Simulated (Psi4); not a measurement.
**BH3S2 (SMILES SBS) at B3LYP/aug-cc-pVDZ**

Aim: the vertical electron affinity of BH3S2 at B3LYP/aug-cc-pVDZ, from 2 runs. 

The results are computed with Psi4 1.11.

1 further run of the same task is left out (set aside as unsound or not needed).

### Step 1. The molecule

BH3S2 has 6 atoms, charge 0, and is taken as a singlet. SMILES: `SBS`. The coordinates come from a PBE0-D4/def2-TZVP relaxation. This is one conformer, not always the lowest.

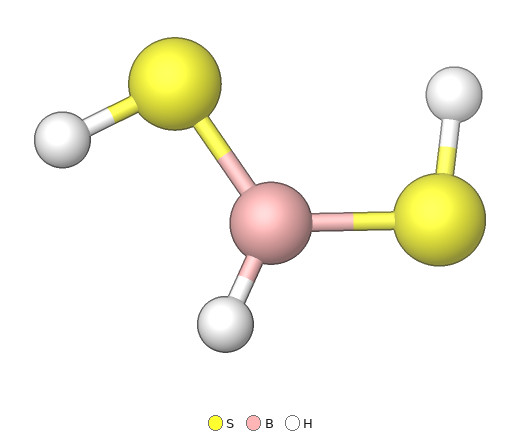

Viewed from a chosen angle; sulfur yellow, boron pink, hydrogen white.

### Step 2. Energy and forces at B3LYP/aug-cc-pVDZ

Input file bh3s2.json:

```json
{
  "schema_name": "qcschema_input",
  "schema_version": 1,
  "molecule": {
    "schema_name": "qcschema_molecule",
    "schema_version": 2,
    "symbols": ["S", "B", "S", "H", "H", "H"],
    "geometry": [-1.54938645, -1.14366225, -2.86576967, 0.17272097, -0.85717977, 0.01681856, 0.62946777, 2.10666668, 1.56809474, -2.16487025, 1.30032055, -3.20232989, 1.01194834, -2.76315754, 0.8645497, 1.97967709, 1.23606986, 3.53152018],
    "molecular_charge": 0,
    "molecular_multiplicity": 1,
    "fix_symmetry": "c1"
  },
  "driver": "gradient",
  "model": {
    "method": "b3lyp",
    "basis": "aug-cc-pVDZ"
  },
  "keywords": {
    "puream": true,
    "e_convergence": 1e-09,
    "d_convergence": 1e-08,
    "scf_type": "pk",
    "dft_radial_points": 99,
    "dft_spherical_points": 590
  }
}
```

Run with:

```
$ psi4 --qcschema bh3s2.json -n 1 --memory 1600MB
```

stdout:

```text
[...]
  Running in c1 symmetry.
[...]
  Nuclear repulsion =  119.768715328681608
[...]
  Multiplicity = 1
[...]
  Nalpha       = 20
  Nbeta        = 20
[...]
    Number of basis functions: 104
[...]
   @RKS iter   1:  -822.97807475045488   -1.37062e-01   4.57866e-03 DIIS/ADIIS
[...]
   @RKS iter  11:  -823.13847408638776   -2.19416e-11   8.33064e-09 DIIS
[...]
    Orbital Energies [Eh]
    ---------------------
    Doubly Occupied:
       1A    -88.897831     2A    -88.896694     3A     -7.961088
       4A     -7.959737     5A     -6.802988     6A     -5.924267
       7A     -5.922985     8A     -5.920127     9A     -5.918705
      10A     -5.917586    11A     -5.916242    12A     -0.777634
      13A     -0.741486    14A     -0.507624    15A     -0.456871
      16A     -0.405243    17A     -0.346144    18A     -0.333772
      19A     -0.323216    20A     -0.270423
[...]
  @RKS Final Energy:  -823.13847408638776
   => Energetics <=
    Nuclear Repulsion Energy =            119.7687153286816084
    One-Electron Energy =               -1372.9544625122739490
    Two-Electron Energy =                 475.6418881238737413
    DFT Exchange-Correlation Energy =     -45.5946150266691461
    Empirical Dispersion Energy =           0.0000000000000000
    VV10 Nonlocal Energy =                  0.0000000000000000
    Total Energy =                       -823.1384740863877596
[...]
 Multipole Moments:
 ------------------------------------------------------------------------------------
     Multipole            Electronic (a.u.)      Nuclear  (a.u.)        Total (a.u.)
 ------------------------------------------------------------------------------------
 L = 1.  Multiply by 2.5417464519 to convert [e a0] to [Debye]
 Dipole X            :         -0.5340880            0.6561935            0.1221055
 Dipole Y            :          0.0750364            0.0595063            0.1345426
 Dipole Z            :         -0.8500727            1.0857936            0.2357209
 Magnitude           :                                                    0.2976169
[...]
  -Total Gradient:
     Atom            X                  Y                   Z
    ------   -----------------  -----------------  -----------------
       1        0.003172714262     0.007560073612     0.007234161993
       2       -0.002383845293     0.005706528222    -0.002337381420
       3        0.001983440185    -0.010058033653     0.000489167540
       4        0.002122672568    -0.006809905239     0.001601534256
       5       -0.000944135624     0.001778230486    -0.001053684267
       6       -0.003948186316     0.001824161834    -0.005929181821
[...]
```

The result, in JSON:

```text
{
 "driver": "gradient",
 "model": {
  "method": "b3lyp",
  "basis": "aug-cc-pVDZ"
 },
 "success": true,
 "return_result": [0.003172714261764159, 0.007560073611877188, 0.007234161992986765, -0.002383845293036483, 0.005706528222428731, -0.0023373814196034452, 0.001983440185471516, -0.010058033653099374, 0.000489167539582433, 0.0021226725682976857, -0.006809905238738562, 0.0016015342562668844, -0.0009441356241570997, 0.001778230486347343, -0.0010536842667292629, -0.003948186315852101, 0.0018241618343661503, -0.00592918182142424],
 "properties": {
  "calcinfo_nbasis": 104,
  "calcinfo_nmo": 104,
  "calcinfo_nalpha": 20,
  "calcinfo_nbeta": 20,
  "calcinfo_natom": 6,
  "nuclear_repulsion_energy": 119.76871532868161,
  "return_energy": -823.1384740863878,
  "return_gradient": [0.003172714261764159, 0.007560073611877188, 0.007234161992986765, -0.002383845293036483, 0.005706528222428731, -0.0023373814196034452, 0.001983440185471516, -0.010058033653099374, 0.000489167539582433, 0.0021226725682976857, -0.006809905238738562, 0.0016015342562668844, -0.0009441356241570997, 0.001778230486347343, -0.0010536842667292629, -0.003948186315852101, 0.0018241618343661503, -0.00592918182142424],
  "scf_one_electron_energy": -1372.954462512274,
  "scf_two_electron_energy": 475.64188812387374,
  "scf_xc_energy": -45.594615026669146,
  "scf_dipole_moment": [0.12210551131008884, 0.13454263318988136, 0.23572094866501647],
  "scf_total_energy": -823.1384740863878,
  "scf_total_gradient": [0.003172714261764159, 0.007560073611877188, 0.007234161992986765, -0.002383845293036483, 0.005706528222428731, -0.0023373814196034452, 0.001983440185471516, -0.010058033653099374, 0.000489167539582433, 0.0021226725682976857, -0.006809905238738562, 0.0016015342562668844, -0.0009441356241570997, 0.001778230486347343, -0.0010536842667292629, -0.003948186315852101, 0.0018241618343661503, -0.00592918182142424],
  "scf_iterations": 11
 }
}
```

It took 46 s on 1 thread of Intel Xeon Platinum 8488C (Sapphire Rapids), shared host; peak memory 0.77 GiB.

### Step 3. The doublet anion: a single-point energy at UB3LYP/aug-cc-pVDZ

Input file job.inp:

```
memory 1600 mb

molecule m {
  -1 2
  S     -0.819900    -0.605200    -1.516500
  B      0.091400    -0.453600     0.008900
  S      0.333100     1.114800     0.829800
  H     -1.145600     0.688100    -1.694600
  H      0.535500    -1.462200     0.457500
  H      1.047600     0.654100     1.868800
  symmetry c1
  no_reorient
  no_com
}

set basis aug-cc-pVDZ
set reference uks
set puream true
set e_convergence 1e-09
set d_convergence 1e-08
set scf_type pk
set dft_radial_points 99
set dft_spherical_points 590
set maxiter 200

result, w = energy('b3lyp', return_wfn=True)
oeprop(w, 'MAYER_INDICES', 'LOWDIN_CHARGES', 'WIBERG_LOWDIN_INDICES', title='B3LYP')
```

Run with:

```
$ psi4 job.inp job.out -n 1
```

job.out:

```text
[...]
  Running in c1 symmetry.
[...]
  Nuclear repulsion =  119.768715267477347
[...]
  Multiplicity = 2
[...]
  Nalpha       = 21
  Nbeta        = 20
[...]
    Number of basis functions: 104
[...]
   @UKS iter   1:  -822.73188873233539    1.09124e-01   6.79470e-03 DIIS/ADIIS
[...]
   @UKS iter  39:  -823.11211945491948    4.33488e-10   9.22225e-09 DIIS
[...]
   @S^2 Observed:                7.529500609E-01
[...]
    Orbital Energies [Eh]
    ---------------------
    Alpha Occupied:
       1A    -88.715310     2A    -88.714332     3A     -7.778500
       4A     -7.777254     5A     -6.584735     6A     -5.742281
       7A     -5.741096     8A     -5.737585     9A     -5.736299
      10A     -5.734784    11A     -5.733518    12A     -0.596073
      13A     -0.561887    14A     -0.324487    15A     -0.278608
      16A     -0.223833    17A     -0.167558    18A     -0.151189
      19A     -0.147914    20A     -0.097579    21A      0.082016
    Alpha Virtual:
      22A      0.102404    23A      0.111111    24A      0.119350
      25A      0.127119    26A      0.140914    27A      0.158312
[...]
  @UKS Final Energy:  -823.11211945491948
   => Energetics <=
    Nuclear Repulsion Energy =            119.7687152674773472
    One-Electron Energy =               -1380.2433968038099010
    Two-Electron Energy =                 483.1090256253992266
    DFT Exchange-Correlation Energy =     -45.7464635439861453
    Empirical Dispersion Energy =           0.0000000000000000
    VV10 Nonlocal Energy =                  0.0000000000000000
    Total Energy =                       -823.1121194549194797
[...]
 Multipole Moments:
 ------------------------------------------------------------------------------------
     Multipole            Electronic (a.u.)      Nuclear  (a.u.)        Total (a.u.)
 ------------------------------------------------------------------------------------
 L = 1.  Multiply by 2.5417464519 to convert [e a0] to [Debye]
 Dipole X            :         12.8979899          -13.0283388           -0.1303489
 Dipole Y            :         -9.7948347           10.8954049            1.1005702
 Dipole Z            :         19.6019264          -19.4849661            0.1169603
 Magnitude           :                                                    1.1144171
[...]
```

It took 100 s on 1 thread of Intel Xeon Platinum 8488C (Sapphire Rapids), shared host; peak memory 0.77 GiB.

### Step 4. What came out

Level: B3LYP/aug-cc-pVDZ.

| quantity | value |
| --- | --- |
| singlet BH3S2: total energy | -823.13847 Eh |
| singlet BH3S2: dipole moment | 0.76 D |
| singlet BH3S2: HOMO energy | -7.36 eV |
| singlet BH3S2: LUMO energy | -1.14 eV |
| singlet BH3S2: HOMO–LUMO gap | 6.22 eV |
| singlet BH3S2: largest force on an atom | 0.562 eV/Å |
| doublet anion: total energy | -823.11212 Eh |
| doublet anion: HOMO energy (highest over α and β) | 2.23 eV |
| doublet anion: LUMO energy (lowest over α and β) | 2.77 eV |
| doublet anion: ⟨S²⟩ | 0.753 |
| vertical electron affinity (to the doublet anion) | -0.717 eV |

What this shows: The anion lies 0.72 eV (69.2 kJ/mol) above the neutral: the electron isn't bound at this level, and such a value depends on the basis. The largest force (singlet BH3S2) is 0.56 eV/Å: the shape isn't a stationary point for this species at this level. The HOMO (doublet anion) lies at positive energy, 2.23 eV; only total energies tell whether the electron is bound.
